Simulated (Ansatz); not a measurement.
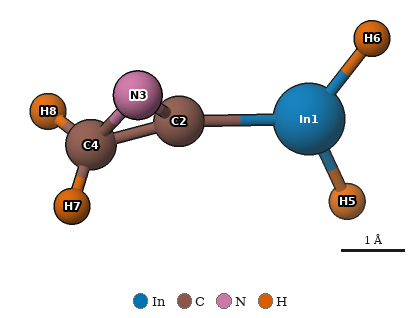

Figure 1. The structure as given in the input (ball-and-stick view, seen at a tilt; atoms are numbered from 1 in the order of the input). Sticks mark near contacts.

## Geometry relaxation of C2H4InN (part 1 of 2)

The run: geometry relaxation of C2H4InN, SMILES [InH2][C]1=NC1. Method and program: RKS PBE0-D4/def2-TZVP (Ansatz 0.2.0).

The geometry: GFN2-xTB start. Figures and captions count atoms from 1; the log counts them from 0 in places.

## The program's output
```
Functional definition: PBE0
  name "PBE0"
  cite "Adamo & Barone, J. Chem. Phys. 110, 6158 (1999) doi:10.1063/1.478522"
  cite "Perdew, Burke & Ernzerhof, Phys. Rev. Lett. 77, 3865 (1996) doi:10.1103/PhysRevLett.77.3865"
  parent pbe
  parameter a = 0.25
  parameter kappa = 0.804
  parameter beta = 0.06672455060314922
  exchange = (1 - a)*pbe_x(kappa = kappa, mu = beta*pi^2/3) + a*exact_x
  correlation = pbe_c(beta = beta)
1172 factors; their error is unknown
mean field evaluation 1: about -8790.8214 eV, gradient 5.0e1 eV
mean field evaluation 2: about -8761.2214 eV, gradient 1.0e2 eV
mean field evaluation 4: about -8796.5113 eV, gradient 1.4e1 eV
mean field evaluation 8: about -8796.9126 eV, gradient 2.3e-1 eV
mean field evaluation 16: about -8796.9572 eV, gradient 7.6e-4 eV
mean field -8796.95721500 eV, -323.2822148596 hartree, gradient 2.8e-5 eV, S^2 0.000000; 0 other end points of the search recorded, 0 dependent functions left out
the calculation of the forces begins
reference -8796.95725598 eV, -323.2822163653 hartree; 22, 22 occupied and 145, 145 virtual orbitals, 1172 factors
relax step   1: F+E_penalty+E_count = -8797.08086934 eV  Δ(F+E_penalty+E_count) = +0.000e0 eV  max|allowed force component| = 3.186e-1 eV/Å  Δτ_max = 0.0000 Å  (30 SCF iters, accepted)
these checks for a lower state are left out or cut short: starts, cluster_reference, orbital_swaps, neighbouring_geometries, increment
1172 factors; their error is unknown
mean field -8796.97287274 eV, -323.2827902708 hartree, gradient 9.8e-6 eV, S^2 0.000000; 0 other end points of the search recorded, 0 dependent functions left out
[... from here on the field's lines of each further geometry are left out, up to the last ...]
relax step   2: F+E_penalty+E_count = -8797.09766693 eV  Δ(F+E_penalty+E_count) = -1.680e-2 eV  max|allowed force component| = 1.701e-1 eV/Å  Δτ_max = 0.1271 Å  (34 SCF iters, accepted)
relax step   3: F+E_penalty+E_count = -8797.10199858 eV  Δ(F+E_penalty+E_count) = -4.332e-3 eV  max|allowed force component| = 1.105e-1 eV/Å  Δτ_max = 0.0342 Å  (34 SCF iters, accepted)
relax step   4: F+E_penalty+E_count = -8797.10340318 eV  Δ(F+E_penalty+E_count) = -1.405e-3 eV  max|allowed force component| = 3.373e-2 eV/Å  Δτ_max = 0.0209 Å  (34 SCF iters, accepted)
relax step   5: F+E_penalty+E_count = -8797.10450390 eV  Δ(F+E_penalty+E_count) = -1.101e-3 eV  max|allowed force component| = 4.924e-2 eV/Å  Δτ_max = 0.0381 Å  (34 SCF iters, accepted)
relax step   6: F+E_penalty+E_count = -8797.10558184 eV  Δ(F+E_penalty+E_count) = -1.078e-3 eV  max|allowed force component| = 1.052e-1 eV/Å  Δτ_max = 0.0501 Å  (34 SCF iters, accepted)
relax step   7: F+E_penalty+E_count = -8797.10662267 eV  Δ(F+E_penalty+E_count) = -1.041e-3 eV  max|allowed force component| = 2.591e-1 eV/Å  Δτ_max = 0.0971 Å  (32 SCF iters, accepted)
relax step   8: F+E_penalty+E_count = -8797.10904100 eV  Δ(F+E_penalty+E_count) = -2.418e-3 eV  max|allowed force component| = 1.390e-1 eV/Å  Δτ_max = 0.0421 Å  (33 SCF iters, accepted)
relax step   9: F+E_penalty+E_count = -8797.11012943 eV  Δ(F+E_penalty+E_count) = -1.088e-3 eV  max|allowed force component| = 1.494e-1 eV/Å  Δτ_max = 0.0551 Å  (33 SCF iters, accepted)
relax step  10: F+E_penalty+E_count = -8797.11491358 eV  Δ(F+E_penalty+E_count) = -4.784e-3 eV  max|allowed force component| = 5.025e-2 eV/Å  Δτ_max = 0.0917 Å  (33 SCF iters, accepted)
relax step  11: F+E_penalty+E_count = -8797.10707876 eV  Δ(F+E_penalty+E_count) = +7.835e-3 eV  max|allowed force component| = 7.434e-1 eV/Å  Δτ_max = 0.1962 Å  (38 SCF iters, rejected (line search))
relax step  12: F+E_penalty+E_count = -8797.11722825 eV  Δ(F+E_penalty+E_count) = -2.315e-3 eV  max|allowed force component| = 1.239e-1 eV/Å  Δτ_max = 0.0979 Å  (32 SCF iters, accepted)
relax step  13: F+E_penalty+E_count = -8797.11945359 eV  Δ(F+E_penalty+E_count) = -2.225e-3 eV  max|allowed force component| = 1.707e-1 eV/Å  Δτ_max = 0.0976 Å  (32 SCF iters, accepted)
relax step  14: F+E_penalty+E_count = -8797.12091816 eV  Δ(F+E_penalty+E_count) = -1.465e-3 eV  max|allowed force component| = 1.161e-1 eV/Å  Δτ_max = 0.0233 Å  (34 SCF iters, accepted)
relax step  15: F+E_penalty+E_count = -8797.12278388 eV  Δ(F+E_penalty+E_count) = -1.866e-3 eV  max|allowed force component| = 1.999e-2 eV/Å  Δτ_max = 0.0527 Å  (33 SCF iters, accepted)
relax step  16: F+E_penalty+E_count = -8797.12369547 eV  Δ(F+E_penalty+E_count) = -9.116e-4 eV  max|allowed force component| = 2.181e-1 eV/Å  Δτ_max = 0.1240 Å  (32 SCF iters, accepted)
relax step  17: F+E_penalty+E_count = -8797.12442640 eV  Δ(F+E_penalty+E_count) = -7.309e-4 eV  max|allowed force component| = 3.555e-2 eV/Å  Δτ_max = 0.0194 Å  (36 SCF iters, accepted)
relax step  18: F+E_penalty+E_count = -8797.12461071 eV  Δ(F+E_penalty+E_count) = -1.843e-4 eV  max|allowed force component| = 7.293e-2 eV/Å  Δτ_max = 0.0234 Å  (35 SCF iters, accepted)
relax step  19: F+E_penalty+E_count = -8797.12495166 eV  Δ(F+E_penalty+E_count) = -3.410e-4 eV  max|allowed force component| = 9.366e-3 eV/Å  Δτ_max = 0.0158 Å  (35 SCF iters, accepted)
relax step  20: F+E_penalty+E_count = -8797.12503529 eV  Δ(F+E_penalty+E_count) = -8.363e-5 eV  max|allowed force component| = 2.508e-2 eV/Å  Δτ_max = 0.0289 Å  (34 SCF iters, accepted)
relax step  21: F+E_penalty+E_count = -8797.12495953 eV  Δ(F+E_penalty+E_count) = +7.577e-5 eV  max|allowed force component| = 3.164e-2 eV/Å  Δτ_max = 0.0310 Å  (33 SCF iters, rejected (line search))
relax step  22: F+E_penalty+E_count = -8797.12508844 eV  Δ(F+E_penalty+E_count) = -5.315e-5 eV  max|allowed force component| = 1.173e-2 eV/Å  Δτ_max = 0.0151 Å  (35 SCF iters, accepted)
the calculation of the forces begins
reference -8797.00055118 eV, -323.2838074346 hartree; 22, 22 occupied and 145, 145 virtual orbitals, 1172 factors
relax step  23: F+E_penalty+E_count = -8797.12509508 eV  Δ(F+E_penalty+E_count) = -6.644e-6 eV  max|allowed force component| = 3.918e-3 eV/Å  Δτ_max = 0.0059 Å  (34 SCF iters, accepted)
1172 factors; their error is unknown
mean field evaluation 192: about -8797.0002 eV, gradient 4.9e-1 eV
```

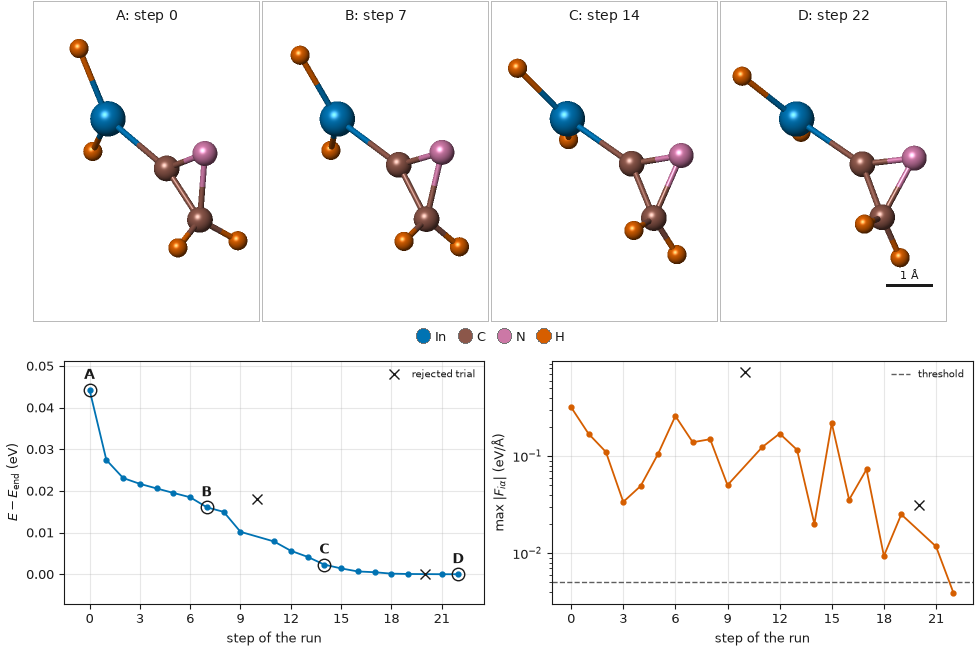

Figure 2. Frames of the relaxation (ball-and-stick view, seen at an oblique angle) above the curves, on which the letters mark them (the first geometry is step 0 here and step 1 in the log).

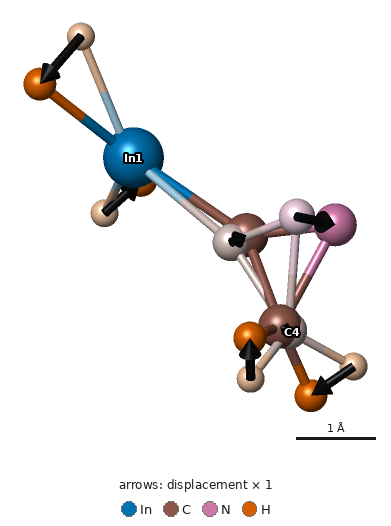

Figure 3. Start (faint) and end (solid) with the displacements as black arrows, at true length (ball-and-stick view, seen at an oblique angle). The two geometries are laid on each other by the best rigid fit. The largest move after the best rigid fit is that of H6, 0.88 Å. By element the largest moves are H 0.88 Å, N 0.71 Å, C 0.26 Å, In 0.04 Å. Among the contacts that change: In1–C2 2.170 → 2.140 Å, N3–C4 1.484 → 1.498 Å, In1–H5 1.726 → 1.714 Å, In1–H6 1.719 → 1.714 Å. Among the angles that change: In1–C2–C4 159.3° → 150.9°, In1–C2–N3 134.9° → 143.1°, H5–In1–H6 121.5° → 126.0°. After 22 geometry steps the energy has fallen by 0.044 eV. The largest force component goes from 0.32 to 0.0039 eV/Å. The line search rejected the trial steps at points 10, 20 (counted from 0) and went back. (Atoms are counted from 1 in the order of the input.)

```
mean field -8797.00051179 eV, -323.2838059873 hartree, gradient 8.3e-6 eV, S^2 0.000000; 1 other end points of the search recorded, 0 dependent functions left out
the calculation of the forces begins
reference -8797.00055118 eV, -323.2838074346 hartree; 22, 22 occupied and 145, 145 virtual orbitals, 1172 factors
Total energy: -8797.12513447 eV, -323.2883857860 hartree
Atom 0 at    -0.954290     1.598746    -0.192745 Å, force    -0.000557    -0.000163    -0.000179 eV/Å
Atom 1 at     0.375620    -0.039250     0.166976 Å, force     0.000466    -0.003918     0.000813 eV/Å
Atom 2 at     1.501910    -0.334811     0.639837 Å, force    -0.001081     0.001738    -0.000155 eV/Å
Atom 3 at     0.698788    -1.475167     0.094202 Å, force     0.001974    -0.001333    -0.002961 eV/Å
Atom 4 at    -0.837163     2.375133    -1.716268 Å, force     0.000798     0.000318    -0.000404 eV/Å
Atom 5 at    -2.096483     1.956659     1.033982 Å, force    -0.000117     0.000222     0.000910 eV/Å
Atom 6 at     1.037051    -1.912658    -0.841268 Å, force    -0.001592     0.000687     0.003240 eV/Å
Atom 7 at     0.274567    -2.168652     0.815273 Å, force     0.000110     0.002448    -0.001264 eV/Å
Dipole moment:    -0.476421     0.165964    -0.193764 e Å
```

## Trajectory as extended XYZ (Å, eV, eV/Å), 23 frames, from step=1 to step=23
```
8
Properties=species:S:1:pos:R:3:forces:R:3 step=1 energy=-8797.08087
In   -0.9971    1.5975   -0.1810    0.0496  -0.0784  -0.1023
C     0.1745   -0.1825    0.2281    0.0434   0.2329   0.2068
N     1.0138   -0.5136    1.1095   -0.0944   0.3186   0.1626
C     0.8048   -1.4918    0.0136   -0.1467  -0.0718  -0.2878
H    -1.3450    1.9762   -1.8287    0.0521  -0.0892   0.0456
H    -1.5230    2.6125    1.1032    0.0551  -0.1206   0.0481
H     1.6105   -1.6019   -0.7022    0.0756  -0.0666  -0.0891
H     0.2615   -2.3964    0.2576   -0.0347  -0.1249   0.0162
8
Properties=species:S:1:pos:R:3:forces:R:3 step=2 energy=-8797.09767
In   -0.9911    1.6032   -0.2045   -0.0873   0.0883  -0.0031
C     0.1716   -0.1390    0.2365    0.1473  -0.1225   0.0615
N     1.0105   -0.4788    1.1118    0.0145   0.1499   0.1365
C     0.7800   -1.4572    0.0102   -0.0702  -0.0845  -0.1701
H    -1.2974    1.9008   -1.8701   -0.0029   0.0274   0.0793
H    -1.4847    2.5111    1.1695   -0.0075  -0.0089  -0.1003
H     1.5807   -1.5805   -0.7132    0.0184  -0.0240  -0.0115
H     0.2303   -2.3596    0.2599   -0.0124  -0.0257   0.0078
8
Properties=species:S:1:pos:R:3:forces:R:3 step=3 energy=-8797.10200
In   -0.9924    1.6007   -0.2000    0.0085  -0.0112   0.0023
C     0.1858   -0.1407    0.2387    0.0742  -0.0510   0.0368
N     1.0241   -0.4836    1.1127    0.0059   0.0887   0.0739
C     0.7827   -1.4639    0.0089   -0.0499  -0.0466  -0.1105
H    -1.3046    1.9215   -1.8525   -0.0072   0.0091  -0.0360
H    -1.5056    2.5238    1.1456   -0.0265   0.0202   0.0250
H     1.5822   -1.5951   -0.7152   -0.0004  -0.0058  -0.0006
H     0.2277   -2.3628    0.2619   -0.0045  -0.0034   0.0091
8
Properties=species:S:1:pos:R:3:forces:R:3 step=4 energy=-8797.10340
In   -0.9901    1.6008   -0.1975    0.0146  -0.0149   0.0037
C     0.1991   -0.1363    0.2419    0.0326  -0.0212   0.0167
N     1.0398   -0.4824    1.1115    0.0007   0.0173   0.0047
C     0.7809   -1.4654    0.0070   -0.0212  -0.0056  -0.0337
H    -1.2995    1.9263   -1.8513    0.0006   0.0008  -0.0224
H    -1.5262    2.5218    1.1427   -0.0160   0.0049   0.0164
H     1.5753   -1.6055   -0.7214   -0.0108   0.0067   0.0063
H     0.2206   -2.3593    0.2671   -0.0005   0.0121   0.0083
8
Properties=species:S:1:pos:R:3:forces:R:3 step=5 energy=-8797.10450
In   -0.9856    1.6009   -0.1936    0.0070  -0.0070   0.0097
C     0.2170   -0.1281    0.2479   -0.0155   0.0147  -0.0093
N     1.0694   -0.4776    1.1035    0.0009  -0.0469  -0.0492
C     0.7756   -1.4652    0.0052    0.0168   0.0193   0.0407
H    -1.2797    1.9304   -1.8515    0.0086  -0.0026  -0.0009
H    -1.5620    2.5089    1.1419   -0.0023  -0.0115  -0.0049
H     1.5555   -1.6185   -0.7363   -0.0222   0.0117   0.0122
H     0.2100   -2.3508    0.2829    0.0068   0.0223   0.0018
8
Properties=species:S:1:pos:R:3:forces:R:3 step=6 energy=-8797.10558
In   -0.9828    1.6002   -0.1884   -0.0003   0.0054   0.0143
C     0.2318   -0.1199    0.2533   -0.0164   0.0261   0.0037
N     1.1077   -0.4676    1.0859   -0.0287  -0.0760  -0.1052
C     0.7686   -1.4647    0.0056    0.0475   0.0270   0.0773
H    -1.2448    1.9388   -1.8512    0.0098  -0.0007   0.0149
H    -1.6071    2.4871    1.1421    0.0078  -0.0247  -0.0251
H     1.5241   -1.6328   -0.7585   -0.0398   0.0117   0.0277
H     0.2025   -2.3412    0.3113    0.0200   0.0312  -0.0075
```
